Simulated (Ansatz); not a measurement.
Consider H$_{7}$NSi$_{2}$···HCl.

The calculation's input:

```
crystal:
  periodic: [false, false, false]
  atoms:
    - {symbol: Si, position_ang: [-1.109276, 0.320714, 0.444415]}
    - {symbol: Cl, position_ang: [0.918098, -2.688451, -1.280648]}
    - {symbol: H, position_ang: [-2.027259, -0.190898, -0.608042]}
    - {symbol: H, position_ang: [-1.803761, 1.358948, 1.253307]}
    - {symbol: N, position_ang: [-0.689064, -0.977510, 1.492491]}
    - {symbol: H, position_ang: [1.202084, -1.442656, -1.437802]}
    - {symbol: Si, position_ang: [0.693883, 1.383411, -0.639605]}
    - {symbol: H, position_ang: [-0.303951, -1.819301, 1.091212]}
    - {symbol: H, position_ang: [-0.263865, -0.775713, 2.383257]}
    - {symbol: H, position_ang: [1.677114, 1.927457, 0.337850]}
    - {symbol: H, position_ang: [1.452431, 0.416900, -1.499330]}
    - {symbol: H, position_ang: [0.253566, 2.487202, -1.537203]}
basis:
  gaussian: {orbitals: def2-TZVPP}
hamiltonian: {xc: pbe0, dispersion: d4}
output: {orbitals: {seedname: orbitals}}
```

Launched as:

```sh
ansatz run in.yaml --threads 4 --pin off --events-out ev --progress --plain --max-ram 9574MiB
```

The product side of a reaction path; geometry: PBE0-D4/def2-TZVP.

Theory: RKS PBE0-D4/def2-TZVPP in Ansatz 0.2.0.

Question: Predict the electron density and electron localisation function between the atoms.

Answer: Si–N (1.72 Å): the density is about 1.1 e/Å³ at the midpoint; the ELF peaks at about 0.90 between the atoms, as expected for a polar covalent bond.
Si–Si (2.36 Å): ρ is about 0.64 e/Å³ halfway; the ELF peaks at about 1 between the atoms: a covalent bond.
Si–H (1.49 Å): ρ is about 0.8 e/Å³ halfway; the ELF climbs to about 1 towards the hydrogen, as it does in any bond to H.

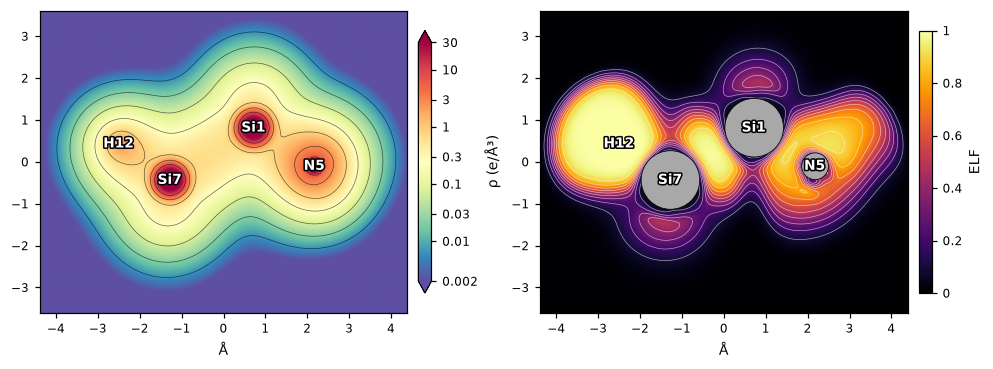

Computed electron density and electron localisation function on the plane of atoms Si1, Si7 and H12, in this order. Grey discs cover the atomic cores in the ELF map. 
